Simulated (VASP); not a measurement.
Input:

```
CELL_PARAMETERS angstrom
      3.27602     0.00000     0.00000
      0.00000     3.27602     0.00000
      0.00000     0.00000     3.27602
ATOMIC_POSITIONS crystal
  Li 0.00000 0.00000 0.00000
  Cl 0.50000 0.50000 0.50000
```

Method: PBE GGA, VASP's PBE PAW potentials (set 64) (plane waves; VASP). Settings: 520 eV cut-off, 9×9×9 Γ-centred mesh, tetrahedra with Blöchl corrections, potentials Li_sv Cl.

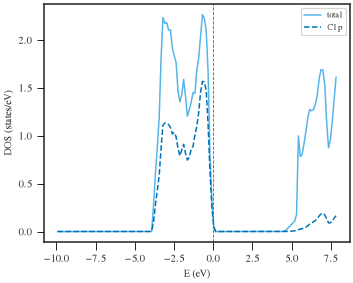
Fig. 1. Total and projected density of states, zero at the valence-band maximum

Within 2 eV below the valence-band maximum the largest weight inside VASP's projection spheres is Cl p.

It has a band gap.

The structure was generated: LiCl was put into the CsCl type type (Pm-3m), which need not be its known phase. It was relaxed first, which changed the volume by +32 %.
